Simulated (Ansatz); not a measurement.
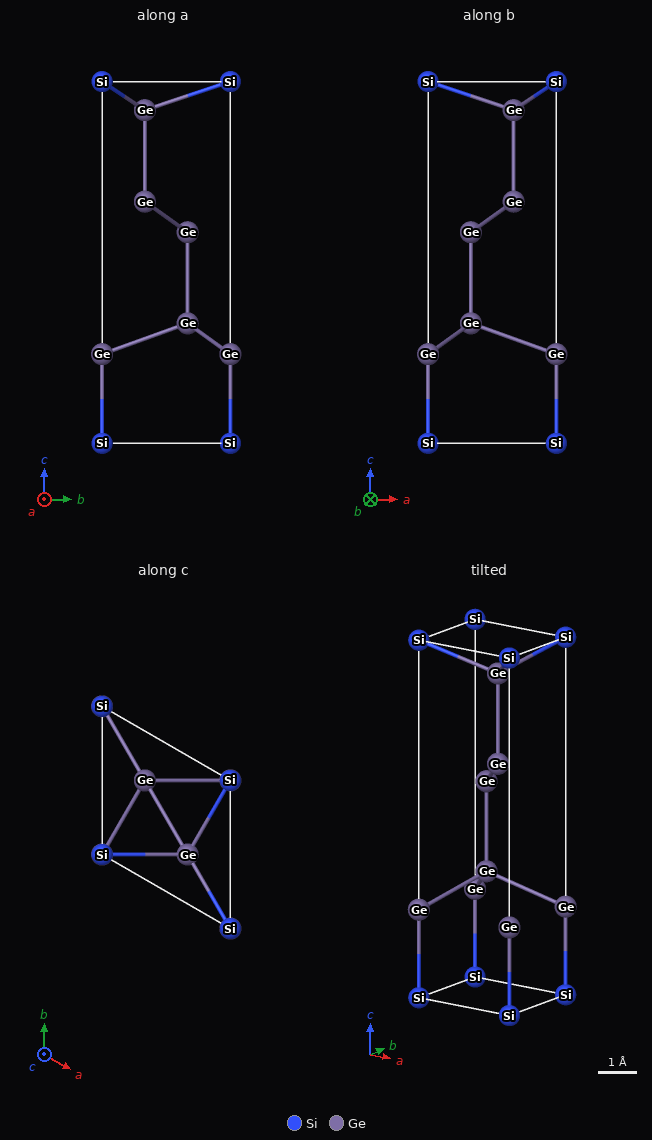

Crystal structure, ball-and-stick style, seen along the a axis, along the b axis, along the c axis and slightly off an axis. The parallelepiped is the conventional unit cell.

Lattice parameters: a = 3.984 Å, b = 3.984 Å, c = 9.730 Å, α = 90.00°, β = 90.00°, γ = 120.00°. Put a along x and b in the xy plane.

> Put the structure into a POSCAR file, with free fractional coordinates to two decimals.

```
Si Ge
1.0
     3.984    0.000    0.000
    -1.992    3.451    0.000
     0.000    0.000    9.730
Si Ge
1 5
Direct
  0.00 0.00 0.00
  0.6667 0.3333 0.67
  0.3333 0.6667 0.33
  0.6667 0.3333 0.92
  0.3333 0.6667 0.5833
  0.00 0.00 0.25
```

The initial geometry was a structure type filled with these elements by a generator (whether the compound takes this form wasn't checked). Relaxation method: Ansatz, DFT, r2SCAN, plane waves, PAW.
